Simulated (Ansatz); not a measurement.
## A computed series for MgS: pressure series

The parent structure is MgS in the rock salt structure (space group Fm-3m, No. 225).

```
MgS
1.0
    0.00000     2.61486     2.61486
    2.61486     0.00000     2.61486
    2.61486     2.61486     0.00000
Mg S
1 1
Direct
  0.50000   0.50000   0.50000
  0.00000   0.00000   0.00000
```

Cell and atoms are relaxed at each pressure.

Level of theory: PBE in Ansatz (plane waves to 420 eV, PAW, no spin-orbit coupling).

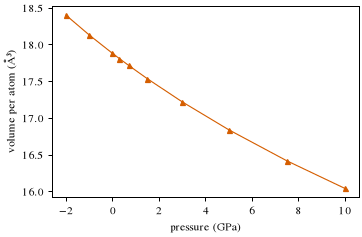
Figure: Volume per atom against pressure

```tsv
pressure (GPa)	volume per atom
-2	18.40 Å³
-1	18.13 Å³
0.3	17.81 Å³
0.7	17.71 Å³
1.5	17.53 Å³
3	17.22 Å³
5	16.84 Å³
7.5	16.42 Å³
10	16.04 Å³
```

Load acts through the strain it causes; cell and atoms are relaxed under it. No phonon test of stability was made. Competing high-pressure phases were not computed. The base started in P3_121 and relaxed to Fm-3m at this level.

Ansatz is a quantum-chemistry and plane-wave program.
